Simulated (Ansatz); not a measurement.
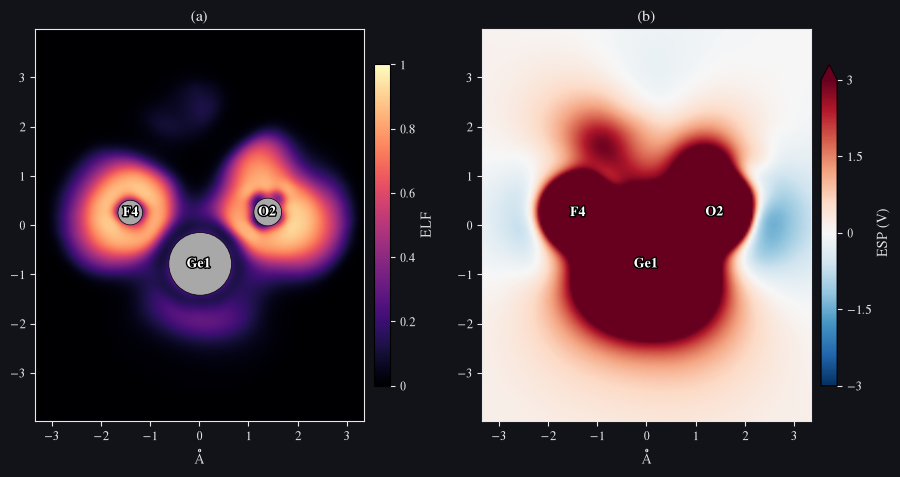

The picture shows: F₂GeH₂O···HF. (a) electron localisation function; (b) molecular electrostatic potential on the plane of atoms O2, Ge1 and F4. Grey discs cover the atomic cores in the ELF map.

Computed with Ansatz, RKS PBE0-D4/def2-SVP.

The calculation's input:

```
crystal:
  periodic: [false, false, false]
  atoms:
    - { symbol: Ge, position_ang: [-0.236399, 0.21924, 0.020072] }
    - { symbol: O, position_ang: [-0.375114, 0.205057, 1.772129] }
    - { symbol: H, position_ang: [-0.493996, -0.697281, 2.101525] }
    - { symbol: F, position_ang: [1.444944, -0.054671, -0.319429] }
    - { symbol: H, position_ang: [-0.657624, 1.54377, -0.586212] }
    - { symbol: F, position_ang: [-1.100044, -1.091205, -0.679689] }
    - { symbol: F, position_ang: [0.935782, -1.975425, 1.488179] }
    - { symbol: H, position_ang: [1.356651, -1.150185, 1.469626] }
basis:
  gaussian: { orbitals: def2-SVP }
hamiltonian:
  xc: pbe0
  dispersion: d4
relax:
  f_tol: 0.03
  max_steps: 50
output:
  orbitals: {}
```

Command:

```sh
ansatz run input.yaml --threads 2 --pin off --max-ram 3072MiB --backend cpu --events-out ev --progress --plain --runs-dir out
```

The fields are those of the run's last geometry, not of the input's.

Read the bonding off the picture.

Answer. Atoms in the plane: Ge, O and F.
Ge–O (1.73 Å): the ELF peaks at about 0.85 in the valence shell of O, 0.6 Å from its nucleus, and is about 0.30 at the midpoint.
Ge–F (1.76 Å): the ELF peaks at about 0.80 in the valence shell of F, 0.5 Å from its nucleus, and is about 0.25 at the midpoint.
The ELF also peaks beside F4 and O2, away from the bonds: lone-pair regions.
Outside the dense part of the complex the potential is most negative (−1.4 V) near O2.
